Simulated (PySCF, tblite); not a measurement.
# C8H9NSi: geometry, infrared bands and NMR shifts

Wanted: the infrared bands and NMR shifts of C8H9NSi (`N#CCC1=C[C@@]2([SiH3])C=C[C@@H]12`), by calculation.

Computed with tblite 0.8.0 and PySCF 2.14.0, with density-fitted response routines of our own, on a single molecule in the gas phase. Atoms count from 0, in the outputs and in this text.

## Step 1: Starting geometry

19 atoms, charge 0, multiplicity 1; geometry from: force field or distance geometry start.

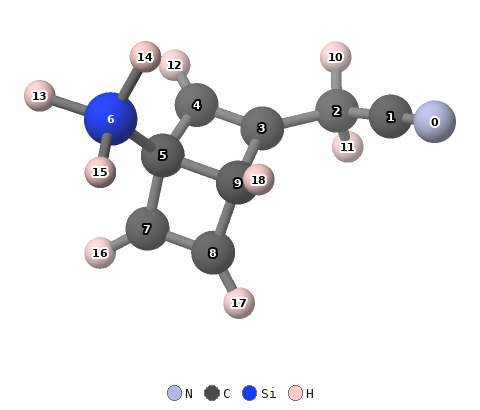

The starting geometry (nitrogen light blue, carbon dark grey, silicon blue, hydrogen pink), atoms numbered.

## Step 2: Relaxing the molecule with GFN2-xTB

What the job is given:

```
{"job": {"kind": "relax", "xc": "GFN2-xTB", "basis": "xTB"}, "charge": 0, "multiplicity": 1}
N      3.711900    -0.164400     1.745900
C      3.178000    -0.166000     0.699000
C      2.532900    -0.189600    -0.599700
C      0.977600    -0.000800    -0.456700
C      0.020100     0.602100    -1.175900
C     -1.107800     0.184400    -0.258000
Si    -2.167100     1.508600     0.540400
C     -1.673000    -1.198300    -0.459800
C     -0.722700    -1.806300     0.283500
C     -0.024200    -0.499100     0.598300
H      2.918200     0.615400    -1.234300
H      2.717300    -1.137900    -1.111600
H      0.027400     1.168200    -2.103600
H     -3.158500     2.050800    -0.420800
H     -1.355200     2.659900     1.029900
H     -2.925800     0.981300     1.725000
H     -2.537000    -1.568100    -1.015700
H     -0.526800    -2.837800     0.563300
H      0.104700    -0.193100     1.643300
```

Command:

```sh
OMP_NUM_THREADS=1 python probes_run.py task.json out
```

This one command runs all jobs of the session in turn.

The program printed:

```text
step      E/eV     max force
  0    -713.23620    3.815
  1    -713.01471   12.413
  2    -713.41197    1.034
  3    -713.43848    0.665
  4    -713.46745    0.438
  5    -713.48280    0.335
  6    -713.49731    0.360
  7    -713.50918    0.325
  8    -713.51940    0.304
  9    -713.52654    0.274
 10    -713.53097    0.140
 11    -713.53324    0.122
 12    -713.53517    0.102
 13    -713.53682    0.117
 14    -713.53803    0.079
 15    -713.53886    0.071
 16    -713.53954    0.054
 17    -713.54030    0.073
 18    -713.54115    0.068
 19    -713.54189    0.055
 20    -713.54241    0.047
 21    -713.54281    0.046
 22    -713.54325    0.065
 23    -713.54373    0.061
 24    -713.54417    0.044
 25    -713.54453    0.038
 26    -713.54489    0.056
 27    -713.54532    0.081
 28    -713.54580    0.081
 29    -713.54620    0.055
 30    -713.54647    0.031
 31    -713.54666    0.029
 32    -713.54681    0.034
 33    -713.54692    0.029
 34    -713.54701    0.020
 35    -713.54711    0.024
 36    -713.54723    0.031
 37    -713.54737    0.029
 38    -713.54750    0.024
 39    -713.54763    0.023
 40    -713.54774    0.027
 41    -713.54783    0.021
 42    -713.54791    0.022
 43    -713.54798    0.023
 44    -713.54805    0.023
 45    -713.54813    0.023
 46    -713.54823    0.025
 47    -713.54832    0.024
 48    -713.54842    0.033
 49    -713.54856    0.040
 50    -713.54877    0.041
 51    -713.54912    0.056
 52    -713.54969    0.076
 53    -713.55055    0.092
 54    -713.55171    0.118
 55    -713.55305    0.112
 56    -713.55406    0.118
 57    -713.55382    0.261
 58    -713.55521    0.077
 59    -713.55565    0.111
 60    -713.55643    0.135
 61    -713.55681    0.111
 62    -713.55730    0.116
 63    -713.55760    0.087
 64    -713.55778    0.215
 65    -713.55824    0.035
 66    -713.55850    0.032
 67    -713.55885    0.050
 68    -713.55892    0.021
 69    -713.55912    0.021
 70    -713.55925    0.021
 71    -713.55937    0.022
 72    -713.55948    0.021
 73    -713.55958    0.021
 74    -713.55963    0.049
 75    -713.55968    0.020
 76    -713.55973    0.014
 77    -713.55980    0.019
 78    -713.55986    0.022
 79    -713.55998    0.031
 80    -713.56014    0.038
 81    -713.56041    0.037
 82    -713.56065    0.040
 83    -713.56079    0.052
 84    -713.56086    0.045
 85    -713.56091    0.021
 86    -713.56095    0.045
 87    -713.56100    0.019
 88    -713.56109    0.016
 89    -713.56114    0.025
 90    -713.56120    0.022
 91    -713.56128    0.023
 92    -713.56138    0.022
 93    -713.56147    0.021
 94    -713.56155    0.021
 95    -713.56162    0.022
 96    -713.56168    0.017
 97    -713.56174    0.019
 98    -713.56180    0.016
 99    -713.56185    0.016
100    -713.56188    0.013
101    -713.56191    0.011
102    -713.56192    0.010
103    -713.56194    0.009
```

Wall time 1.6 s (1 thread of Arm Neoverse N1, shared host); peak memory 0.18 GiB.

Along the way: (not every step is listed) (the energy doesn't fall at every step)

| step | energy from step 0 (eV) | largest force (eV/Å) |
| --- | --- | --- |
| 0 | 0.0000 | 3.8154 |
| 1 | 0.2215 | 12.4130 |
| 2 | -0.1758 | 1.0340 |
| 3 | -0.2023 | 0.6654 |
| 4 | -0.2312 | 0.4377 |
| 5 | -0.2466 | 0.3354 |
| 6 | -0.2611 | 0.3600 |
| 7 | -0.2730 | 0.3251 |
| 8 | -0.2832 | 0.3045 |
| 17 | -0.3041 | 0.0731 |
| 26 | -0.3087 | 0.0559 |
| 35 | -0.3109 | 0.0238 |
| 44 | -0.3118 | 0.0229 |
| 53 | -0.3143 | 0.0916 |
| 62 | -0.3211 | 0.1163 |
| 71 | -0.3232 | 0.0219 |
| 80 | -0.3239 | 0.0381 |
| 89 | -0.3249 | 0.0246 |
| 98 | -0.3256 | 0.0161 |
| 99 | -0.3256 | 0.0158 |
| 100 | -0.3257 | 0.0131 |
| 101 | -0.3257 | 0.0112 |
| 102 | -0.3257 | 0.0100 |
| 103 | -0.3257 | 0.0092 |

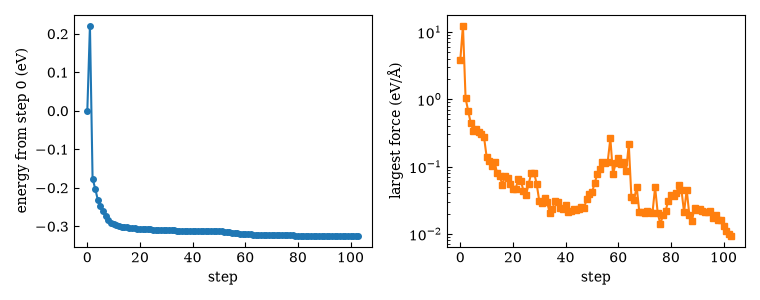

Energy and force, step by step.

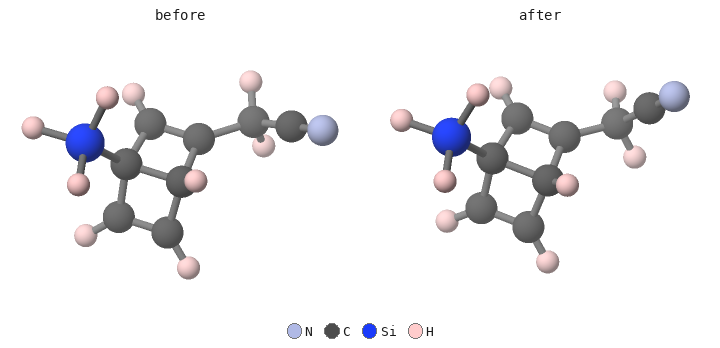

Before and after, at one scale.

Close pairs (by a distance rule), those that changed most:

| bond | before (Å) | after (Å) | change (Å) |
| --- | --- | --- | --- |
| C2–C3 | 1.573 | 1.494 | -0.079 |
| Si6–H15 | 1.502 | 1.463 | -0.040 |
| N0–C1 | 1.175 | 1.143 | -0.032 |
| Si6–H14 | 1.491 | 1.462 | -0.029 |
| C3–C9 | 1.538 | 1.511 | -0.027 |
| C5–C9 | 1.541 | 1.568 | +0.027 |
| C7–C8 | 1.351 | 1.329 | -0.022 |
| Si6–H13 | 1.483 | 1.465 | -0.019 |

The end geometry stands in the next job.

## Step 3: Vibrational analysis with GFN2-xTB

What the job is given:

```
{"job": {"kind": "ir", "xc": "GFN2-xTB", "basis": "xTB"}, "charge": 0, "multiplicity": 1}
N      3.646605     0.636085     1.537044
C      3.126603     0.205157     0.614922
C      2.438388    -0.333349    -0.533687
C      0.971181    -0.077504    -0.411928
C      0.061043     0.617916    -1.090647
C     -1.083573     0.216544    -0.186188
Si    -2.140868     1.542355     0.639722
C     -1.676517    -1.124805    -0.559805
C     -0.779816    -1.828459     0.123259
C     -0.013566    -0.618672     0.598101
H      2.833224     0.136151    -1.439013
H      2.630038    -1.411734    -0.572909
H      0.076110     1.213903    -1.983501
H     -3.053578     2.089109    -0.367094
H     -1.249348     2.583023     1.149649
H     -2.892200     0.914017     1.725953
H     -2.510157    -1.368438    -1.190847
H     -0.598084    -2.874965     0.285057
H      0.204710    -0.507082     1.654449
```

The program printed:

```text
mode    cm-1     km/mol
  1      28.5      4.59
  2      61.4      3.99
  3      90.2      0.29
  4     133.1      2.72
  5     162.1      0.89
  6     212.8      1.28
  7     277.4      1.64
  8     357.6      1.66
  9     373.0      3.39
 10     395.1      8.42
 11     450.6      0.53
 12     493.7      5.33
 13     537.8     48.11
 14     559.3     53.90
 15     610.0     16.67
 16     695.4      1.14
 17     773.2    147.90
 18     775.3    164.93
 19     783.7    412.38
 20     785.1     98.30
 21     807.1      2.33
 22     835.2     15.61
 23     848.2      2.85
 24     901.3     13.57
 25     959.2      2.71
 26     985.5     15.68
 27     994.1      6.16
 28    1003.9      2.88
 29    1028.4      6.23
 30    1045.6     18.48
 31    1080.7      4.78
 32    1104.9      2.33
 33    1135.8      6.87
 34    1150.0     18.51
 35    1215.1     11.93
 36    1238.9     14.44
 37    1244.1     27.13
 38    1246.4     41.06
 39    1400.6      7.61
 40    1635.7      6.05
 41    1697.5     10.63
 42    2258.7    292.13
 43    2278.3    258.90
 44    2283.2    299.87
 45    2410.3    236.90
 46    2931.4      9.81
 47    2964.3     10.95
 48    3022.9     38.56
 49    3113.6     33.52
 50    3129.6     44.11
 51    3136.2     58.99
```

Run time: 1.5 s. Hardware: 1 thread of Arm Neoverse N1, shared host; peak memory 0.18 GiB.

Which atoms move in the most intense modes:

| cm⁻¹ | km/mol | atoms |
| --- | --- | --- |
| 773 | 147.9 | H13 55 %, H14 27 %, H15 11 % |
| 775 | 164.9 | H15 51 %, H14 41 % |
| 784 | 412.4 | H13 29 %, H15 28 %, H14 19 % |
| 785 | 98.3 | H12 31 %, H17 17 %, C4 13 % |
| 2259 | 292.1 | H13 97 % |
| 2278 | 258.9 | H15 95 % |
| 2283 | 299.9 | H14 95 % |
| 2410 | 236.9 | C1 60 %, N0 39 % |

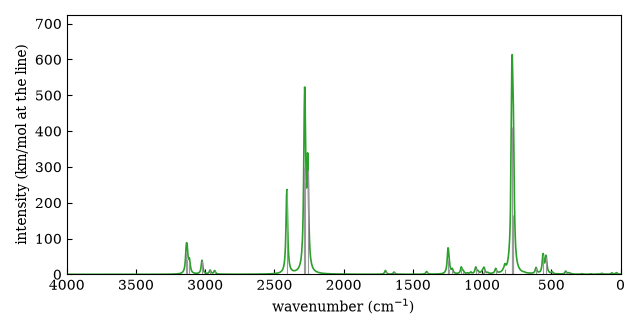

The infrared spectrum from these modes, unscaled. Lines are broadened to a width of 14 cm⁻¹ (Lorentzian).

## Step 4: Nuclear shieldings: PBE0/pcSseg-1

Same as in step 3 but for these lines:

```diff
@@ -1,2 +1,2 @@
-{"job": {"kind": "ir", "xc": "GFN2-xTB", "basis": "xTB"}, "charge": 0, "multiplicity": 1}
+{"job": {"kind": "nmr", "xc": "PBE0", "basis": "pcSseg-1"}, "charge": 0, "multiplicity": 1}
 N      3.646605     0.636085     1.537044
```

Method: GIAO PBE0/pcSseg-1 NMR shielding, non-relativistic, gas phase.

The program printed:

```text
coarse grid: 16960 points
cycle   1  E = -653.6254137972  dE =  1.724e+00  |g| = 5.203e-01  |ddm| = 4.251e+00
cycle   2  E = -653.4728213729  dE =  1.526e-01  |g| = 9.922e-01  |ddm| = 1.362e+00
cycle   3  E = -653.6894998291  dE = -2.167e-01  |g| = 1.616e-01  |ddm| = 8.417e-01
cycle   4  E = -653.6950109928  dE = -5.511e-03  |g| = 5.553e-02  |ddm| = 1.821e-01
cycle   5  E = -653.6956736292  dE = -6.626e-04  |g| = 1.913e-02  |ddm| = 7.062e-02
cycle   6  E = -653.6957501022  dE = -7.647e-05  |g| = 7.146e-03  |ddm| = 2.288e-02
cycle   7  E = -653.6957621112  dE = -1.201e-05  |g| = 1.904e-03  |ddm| = 8.590e-03
cycle   8  E = -653.6957629581  dE = -8.469e-07  |g| = 3.943e-04  |ddm| = 2.132e-03
final grid: 160936 points
cycle   9  E = -653.7563040800  dE = -4.430e-05  |g| = 7.282e-03  |ddm| = 5.607e-02
cycle  10  E = -653.7562993594  dE =  4.721e-06  |g| = 8.575e-03  |ddm| = 1.905e-02
cycle  11  E = -653.7563181907  dE = -1.883e-05  |g| = 1.047e-03  |ddm| = 1.020e-02
cycle  12  E = -653.7563184170  dE = -2.263e-07  |g| = 3.376e-04  |ddm| = 1.210e-03
cycle  13  E = -653.7563184389  dE = -2.190e-08  |g| = 1.630e-04  |ddm| = 4.554e-04
cycle  14  E = -653.7563184451  dE = -6.189e-09  |g| = 4.576e-05  |ddm| = 1.744e-04
cycle  15  E = -653.7563184455  dE = -3.922e-10  |g| = 2.005e-05  |ddm| = 5.192e-05
converged SCF energy = -653.7563184455

GIAO shielding tensors (ppm)
atom      isotropic    diamagn.    paramagn.     s11        s22        s33       span
  0 N      -31.546     339.451    -370.998   -202.988   -190.948    299.298    502.286
  1 C       66.189     260.105    -193.916    -47.959    -45.669    292.196    340.155
  2 C      165.637     244.965     -79.328    151.271    166.951    178.687     27.416
  3 C       33.393     262.692    -229.300    -74.850     21.850    153.178    228.028
  4 C       34.531     250.602    -216.071    -69.173     22.896    149.871    219.044
  5 C      138.972     257.396    -118.424    112.005    146.942    157.970     45.965
  6 Si     423.210     880.651    -457.441    402.212    405.353    462.067     59.855
  7 C       29.058     254.102    -225.044    -86.524     18.493    155.205    241.730
  8 C       38.334     254.445    -216.112    -74.084     25.912    163.173    237.257
  9 C      131.802     247.437    -115.636    103.690    135.839    155.876     52.186
 10 H       28.463      26.334       2.129     23.942     27.794     33.652      9.710
 11 H       28.799      26.660       2.139     24.979     27.550     33.869      8.890
 12 H       24.921      34.513      -9.592     23.554     24.615     26.593      3.039
 13 H       27.397      29.143      -1.746     24.269     25.285     32.637      8.368
 14 H       27.679      29.633      -1.954     24.094     26.538     32.403      8.309
 15 H       27.712      29.266      -1.555     24.317     26.087     32.730      8.414
 16 H       24.728      32.669      -7.941     23.148     24.906     26.129      2.981
 17 H       24.773      32.365      -7.592     23.263     25.067     25.988      2.725
 18 H       27.626      33.363      -5.737     25.565     27.715     29.598      4.033
```

It took 1.8 min on 1 thread of Arm Neoverse N1, shared host; peak memory 1.1 GiB.

The references, computed at this level on geometries of the same kind, shield at (ppm): 1H TMS 31.72, 13C TMS 186.9, 29Si TMS 349.2, 15N NH3 267.7. Their shielding less the atom's gives the shift. The references are single molecules in the gas phase, so shifts against H2O, NH3, PH3, H3PO4 or CFCl3 are not on the usual liquid scales and can be off by tens of ppm. Atoms listed in one row are averaged.

| atoms | environment | σ (ppm) | δ (ppm) | δ scaled to CDCl3 |
| --- | --- | --- | --- | --- |
| C7 | alkene CH | 29.1 | 157.9 | 152.2 |
| C3 | fully substituted alkene carbon | 33.4 | 153.5 | 147.9 |
| C4 | alkene CH | 34.5 | 152.4 | 146.8 |
| C8 | alkene CH | 38.3 | 148.6 | 143.1 |
| C1 | nitrile carbon | 66.2 | 120.7 | 115.9 |
| C9 | allylic sp3 CH | 131.8 | 55.1 | 51.9 |
| C5 | allylic fully substituted sp3 carbon bonded to Si | 139.0 | 48.0 | 44.9 |
| C2 | allylic sp3 CH2 | 165.6 | 21.3 | 18.9 |
| H16 | hydrogen on an alkene CH | 24.73 | 6.99 | 6.69 |
| H17 | hydrogen on an alkene CH | 24.77 | 6.94 | 6.65 |
| H12 | hydrogen on an alkene CH | 24.92 | 6.80 | 6.51 |
| H13, H14, H15 | hydrogen on a silicon bonded to C | 27.60 | 4.12 | – |
| H18 | hydrogen on an allylic sp3 CH | 27.63 | 4.09 | 3.96 |
| H10 | hydrogen on an allylic sp3 CH2 | 28.46 | 3.25 | 3.17 |
| H11 | hydrogen on an allylic sp3 CH2 | 28.80 | 2.92 | 2.86 |
| N0 | nitrile nitrogen | -31.5 | 299.3 | – |
| Si6 | silicon bonded to C, 3 H | 423.2 | -74.1 | – |

The scaled column applies a straight-line fit of computed shieldings to shifts measured in CDCl3 (root-mean-square error 0.16 ppm for H, 1.9 ppm for C).

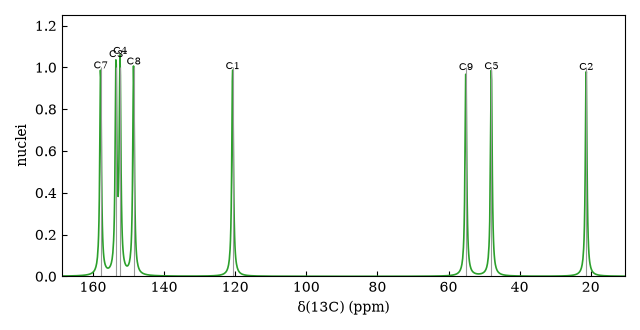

13C lines at the computed shifts, without couplings. Lines are broadened to a width of 0.55 ppm (Lorentzian).

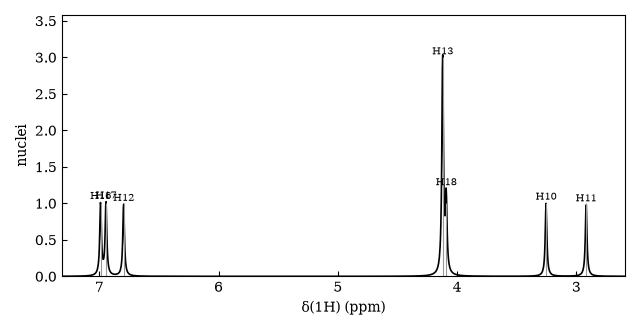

1H lines at the computed shifts, without couplings. Lines are broadened to a width of 0.02 ppm (Lorentzian).

The run also stored atomic charges by several schemes (e):

| atoms | Mulliken | IAO | Hirshfeld | ESP fit |
| --- | --- | --- | --- | --- |
| N0 | -0.25 | -0.25 | -0.23 | -0.47 |
| C1 | 0.05 | 0.15 | 0.08 | 0.40 |
| C2 | -0.07 | -0.31 | -0.04 | -0.44 |
| C3 | -0.12 | 0.00 | 0.01 | 0.09 |
| C4 | 0.02 | -0.16 | -0.05 | -0.26 |
| C5 | -0.54 | -0.23 | -0.08 | -0.03 |
| Si6 | 0.59 | 0.60 | 0.31 | 0.31 |
| C7 | 0.01 | -0.15 | -0.05 | -0.17 |
| C8 | -0.04 | -0.16 | -0.05 | -0.34 |
| C9 | -0.11 | -0.12 | -0.03 | 0.14 |

Hirshfeld charges:

N0 -0.23; C1 0.08; C2 -0.04; C3 0.01; C4 -0.05; C5 -0.08; Si6 0.31; C7 -0.05; C8 -0.05; C9 -0.03; H10 0.07; H11 0.07; H12 0.05; H13 -0.08; H14 -0.07; H15 -0.07; H16 0.05; H17 0.05; H18 0.05

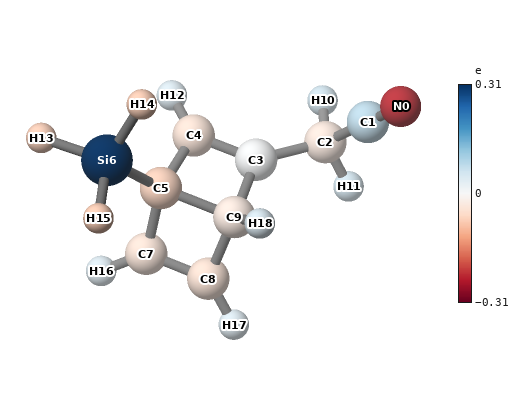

Hirshfeld charges, as colours on the atoms.

Mayer bond orders: N0–C1 3.06, C1–C2 1.01, C2–C3 1.02, C3–C4 1.77, C4–C5 0.99, C5–Si6 0.81, C5–C7 0.99, C7–C8 1.79, C8–C9 1.00, C9–C3 0.98, C9–C5 0.95.

Ring of atoms C3, C4, C5, C9: NICS(0) -3.6, NICS(1) -2.8, NICS(1)zz -3.3 ppm (means of both faces).

Ring of atoms C5, C7, C8, C9: NICS(0) -2.1, NICS(1) -2.5, NICS(1)zz -3.0 ppm (means of both faces).

The fields below are evaluated on a grid from the run's orbitals.

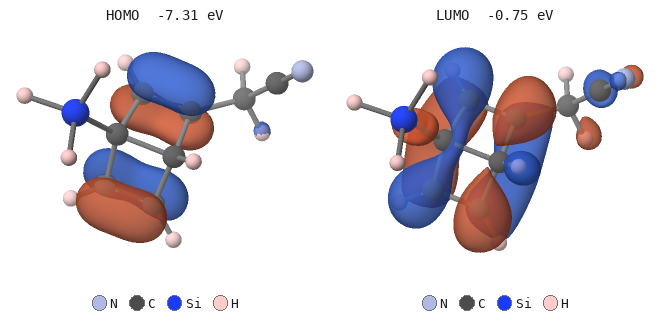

Frontier orbitals at PBE0/pcSseg-1; each surface holds 70 % of the orbital's density, blue and red mark the sign.

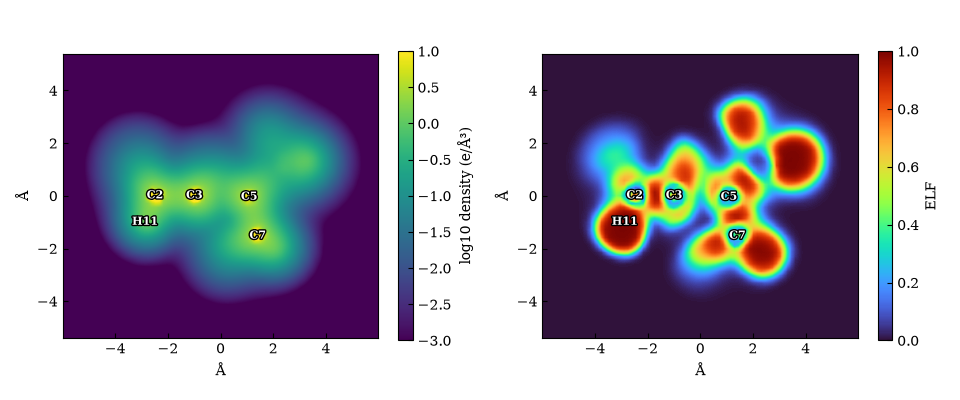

Density (left) and ELF (right) in a plane through or near 5 of the atoms.

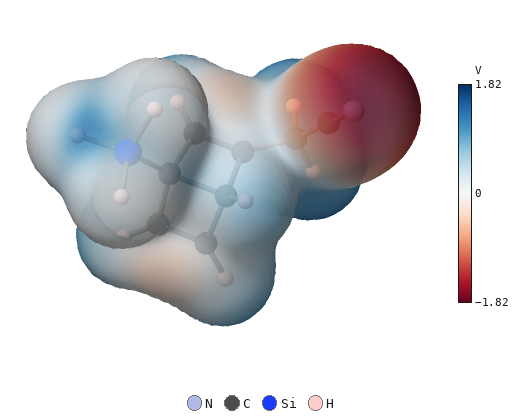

Electrostatic potential on the surface of density 0.002 e/bohr³; red is low, blue high. It runs from -1.82 V near N0 to 1.32 V near H10.

## Step 5: Results

```
                                                              quantity                                                    value
                             strongest single infrared mode (GFN2-xTB)                                     784 cm⁻¹, 412 km/mol
                                          zero-point energy (GFN2-xTB)                                            85.3 kcal/mol
                                13C shifts against TMS (PBE0/pcSseg-1)  157.9, 153.5, 152.4, 148.6, 120.7, 55.1, 48.0, 21.3 ppm
1H shifts against TMS (PBE0/pcSseg-1, means over atoms taken as alike)             6.99, 6.94, 6.80, 4.12, 4.09, 3.25, 2.92 ppm
                                15N shifts against NH3 (PBE0/pcSseg-1)                                                299.3 ppm
                               29Si shifts against TMS (PBE0/pcSseg-1)                                                -74.1 ppm
                                 surface potential, least and greatest                                       -1.82 V and 1.32 V
```

What this shows: Relaxing lowered the energy by 0.326 eV in 103 steps; the close pair that moved most is C2–C3, from 1.573 to 1.494 Å. No mode is imaginary among the 51: a minimum at this level. Unscaled tight-binding wavenumbers are off by several per cent, some by more. Its intensities can rank the bands wrongly. At PBE0/pcSseg-1: The widest tensor belongs to N0: span 502 ppm, with a paramagnetic part of -371 ppm. At PBE0/pcSseg-1, counted by nearest atom on the grid, the HOMO lies on 4 C atoms about 21 % each, the LUMO on C3, C4 about 18 % each; C7, C8 about 14 % each.
